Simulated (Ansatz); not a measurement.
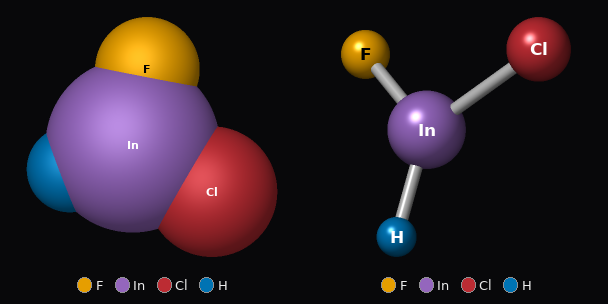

Both panels show the same species.

Identify the structure.

The molecule is ClFHIn. As SMILES it reads `[F][InH][Cl]`. This geometry has Cs symmetry. All atoms lie on one plane. Coordination: 1 In trigonal planar.

More results for the same structure follow; atom numbers are the same in all pictures, views and colours differ. The geometry was computed by an optimisation with PBE0-D4/def2-TZVP. No frequency run is at hand to confirm it as a minimum.

**Shape**

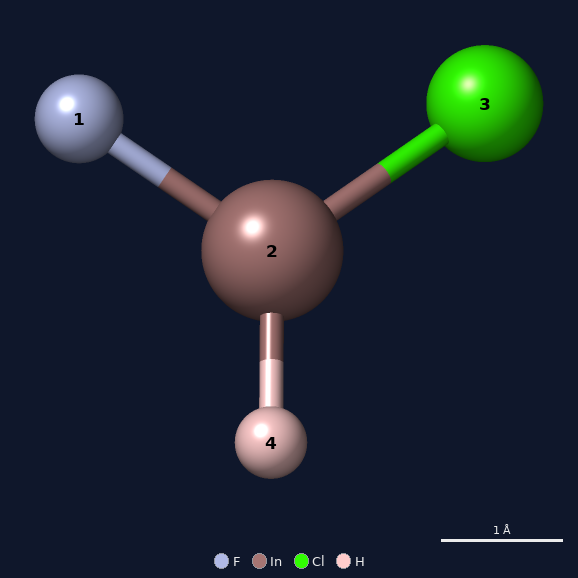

The atoms are numbered. No frequency run is at hand to confirm it as a minimum.

Give these bond angles: F1–In2–Cl3, F1–In2–H4, Cl3–In2–H4.

| angle | degrees |
| --- | --- |
| F1–In2–Cl3 | 109.3 |
| F1–In2–H4 | 121.8 |
| Cl3–In2–H4 | 128.9 |

**Electronic properties**

No frequency run is at hand to confirm it as a minimum. Level of theory: RKS HSE06 (plane-wave form)-D4/def2-TZVPP, core potentials on In (Ansatz 0.2.0).

> Give the HOMO energy (Kohn–Sham orbital) at this level.

−8.67 eV.

> Estimate the HOMO–LUMO gap.

6.47 eV.

**Charges**

The questions are on Mulliken charges. No frequency run is at hand to confirm it as a minimum. Properties computed with RKS B3LYP-D4/def2-TZVPP, core potentials on In (Ansatz 0.2.0).

> Which atom carries the highest charge (most positive or least negative)?

In2 (0.90 e).

> And the lowest?

F1 (−0.48 e).

List the Mulliken charges.

| atom | value (e) |
| --- | --- |
| F1 | −0.48 |
| In2 | 0.90 |
| Cl3 | −0.35 |
| H4 | −0.07 |

**Dipole moment**

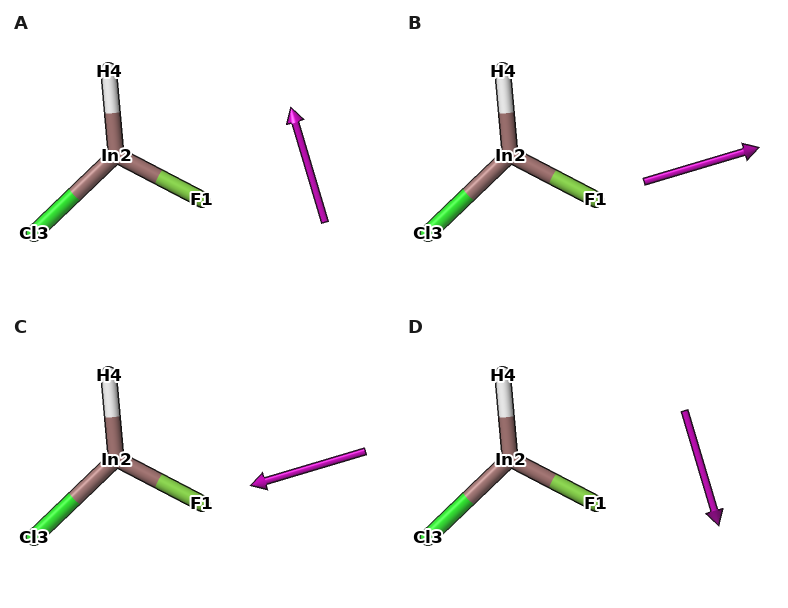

The same molecule four times, each with an arrow. No frequency run is at hand to confirm it as a minimum. Method: RKS ωB97M-V/def2-TZVPP, core potentials on In (Ansatz 0.2.0).

> Which arrow points along the dipole moment, from the negative to the positive end?

A. The dipole moment is 3.03 D; it points from the side of F1 to the side of H4 (the outermost atoms at the two ends).

Mulliken values depend strongly on the basis set and can even reverse the polarity of a bond.
